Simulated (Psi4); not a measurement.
**SiH2O2 (SMILES O[Si]O): MN15/aug-cc-pVDZ (sweep point 6)**

Aim: the vertical electron affinity of SiH2O2 at MN15/aug-cc-pVDZ (sweep point 6), from 2 runs. 

Program for the calculation: Psi4 1.11.

4 further runs of the same task are left out: 4 set aside as unsound or not needed.

## (1) The molecule

SiH2O2: 5 atoms, total charge 0, spin state singlet. As SMILES, `O[Si]O`. The coordinates come from a PBE0-D4/def2-TZVP relaxation. This is one conformer, not always the lowest.

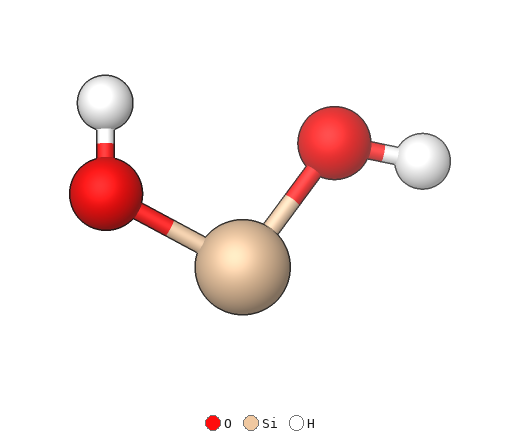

Viewed from a chosen angle; oxygen red, silicon light orange, hydrogen white.

## (2) The energy at MN15/aug-cc-pVDZ (sweep point 6)

h2o2si.in reads:

```
memory 1.6 GB

molecule m {
  0 1
  O     -1.443200    -0.105600    -0.275000
  Si    -0.212000    -0.791300     0.567700
  O      1.036000     0.187500     0.068600
  H     -1.231900     0.648900    -0.836100
  H      1.901100    -0.013100     0.433400
  symmetry c1
}

set {
  basis aug-cc-pVDZ
  reference rks
  puream true
  scf_type pk
  dft_radial_points 99
  dft_spherical_points 590
}

e = energy('mn15')
```

Started as:

```sh
psi4 h2o2si.in h2o2si.out -n 1
```

h2o2si.out:

```text
[...]
  Running in c1 symmetry.
[...]
  Nuclear repulsion =  103.646253627355790
[...]
  Multiplicity = 1
[...]
  Nalpha       = 16
  Nbeta        = 16
[...]
    Number of basis functions: 91
[...]
   @RKS iter   1:  -440.61976545602465   -3.41530e-01   1.04235e-02 DIIS/ADIIS
[...]
   @RKS iter   8:  -440.95745488026296   -3.66540e-08   5.93405e-07 DIIS
[...]
    Orbital Energies [Eh]
    ---------------------
    Doubly Occupied:
       1A    -65.328356     2A    -18.855706     3A    -18.848900
       4A     -5.191103     5A     -3.721193     6A     -3.717886
       7A     -3.712457     8A     -1.075287     9A     -1.045780
      10A     -0.616916    11A     -0.575264    12A     -0.458303
      13A     -0.430995    14A     -0.421648    15A     -0.386542
      16A     -0.283594
[...]
  @RKS Final Energy:  -440.95745488026296
   => Energetics <=
    Nuclear Repulsion Energy =            103.6462536273557902
    One-Electron Energy =                -815.6908680018857467
    Two-Electron Energy =                 293.1719155997600978
    DFT Exchange-Correlation Energy =     -22.0847561054931099
    Empirical Dispersion Energy =           0.0000000000000000
    VV10 Nonlocal Energy =                  0.0000000000000000
    Total Energy =                       -440.9574548802629579
[...]
 Multipole Moments:
 ------------------------------------------------------------------------------------
     Multipole            Electronic (a.u.)      Nuclear  (a.u.)        Total (a.u.)
 ------------------------------------------------------------------------------------
 L = 1.  Multiply by 2.5417464519 to convert [e a0] to [Debye]
 Dipole X            :         -0.3292968            0.9827718            0.6534750
 Dipole Y            :         -0.9360574            1.2000747            0.2640174
 Dipole Z            :          0.6798038           -0.7406014           -0.0607976
 Magnitude           :                                                    0.7074115
[...]
```

Run time: 21 s. Hardware: 1 thread of Intel Xeon Platinum 8488C (Sapphire Rapids), shared host; peak memory 1 GiB.

## (3) The doublet anion

input.inp reads:

```
memory 1.6 GB

molecule geom {
  -1 2
  O     -1.443200    -0.105600    -0.275000
  Si    -0.212000    -0.791300     0.567700
  O      1.036000     0.187500     0.068600
  H     -1.231900     0.648900    -0.836100
  H      1.901100    -0.013100     0.433400
  symmetry c1
}

set {
  reference            uks
  puream               true
  scf_type             pk
  dft_radial_points    99
  dft_spherical_points 590
  maxiter              150
}

energy("mn15/aug-cc-pVDZ")
```

Started as:

```sh
psi4 -n 1 input.inp input.out
```

input.out:

```text
[...]
  Running in c1 symmetry.
[...]
  Nuclear repulsion =  103.646253627355790
[...]
  Multiplicity = 2
[...]
  Nalpha       = 17
  Nbeta        = 16
[...]
    Number of basis functions: 91
[...]
   @UKS iter   1:  -440.48851447288212   -2.10279e-01   1.12304e-02 ADIIS/DIIS
[...]
   @UKS iter  10:  -440.93890191754519   -2.17448e-07   9.30560e-07 DIIS
[...]
   @S^2 Observed:                7.531483731E-01
[...]
    Orbital Energies [Eh]
    ---------------------
    Alpha Occupied:
       1A    -65.114588     2A    -18.664836     3A    -18.658813
       4A     -4.978004     5A     -3.506226     6A     -3.506056
       7A     -3.501133     8A     -0.888586     9A     -0.860299
      10A     -0.430435    11A     -0.390572    12A     -0.272989
      13A     -0.248254    14A     -0.239039    15A     -0.207221
      16A     -0.091700    17A      0.065210
    Alpha Virtual:
      18A      0.136683    19A      0.148116    20A      0.160816
      21A      0.175828    22A      0.180112    23A      0.215607
      24A      0.249905    25A      0.274146    26A      0.293149
[...]
  @UKS Final Energy:  -440.93890191754519
   => Energetics <=
    Nuclear Repulsion Energy =            103.6462536273557902
    One-Electron Energy =                -821.9237377013635069
    Two-Electron Energy =                 299.5253917308204450
    DFT Exchange-Correlation Energy =     -22.1868095743579481
    Empirical Dispersion Energy =           0.0000000000000000
    VV10 Nonlocal Energy =                  0.0000000000000000
    Total Energy =                       -440.9389019175451949
[...]
 Multipole Moments:
 ------------------------------------------------------------------------------------
     Multipole            Electronic (a.u.)      Nuclear  (a.u.)        Total (a.u.)
 ------------------------------------------------------------------------------------
 L = 1.  Multiply by 2.5417464519 to convert [e a0] to [Debye]
 Dipole X            :         -0.3808569            0.9827718            0.6019149
 Dipole Y            :          0.1843308            1.2000747            1.3844055
 Dipole Z            :         -0.2375622           -0.7406014           -0.9781636
 Magnitude           :                                                    1.7988008
[...]
```

Run time: 34 s. Hardware: 1 thread of Intel Xeon Platinum 8488C (Sapphire Rapids), shared host; peak memory 1 GiB.

## (4) Results

At MN15/aug-cc-pVDZ (sweep point 6):

| quantity | value |
| --- | --- |
| singlet SiH2O2: total energy | -440.95745 Eh |
| singlet SiH2O2: dipole moment | 1.80 D |
| singlet SiH2O2: HOMO energy | -7.72 eV |
| singlet SiH2O2: LUMO energy | -0.71 eV |
| singlet SiH2O2: HOMO–LUMO gap | 7.01 eV |
| doublet anion: total energy | -440.93890 Eh |
| doublet anion: HOMO energy (highest over α and β) | 1.77 eV |
| doublet anion: LUMO energy (lowest over α and β) | 3.72 eV |
| doublet anion: ⟨S²⟩ | 0.753 |
| vertical electron affinity (to the doublet anion) | -0.505 eV |

The anion lies 0.50 eV (48.7 kJ/mol) above the neutral: the electron isn't bound at this level, and such a value depends on the basis. The HOMO (doublet anion) lies at positive energy, 1.77 eV; only total energies tell whether the electron is bound.
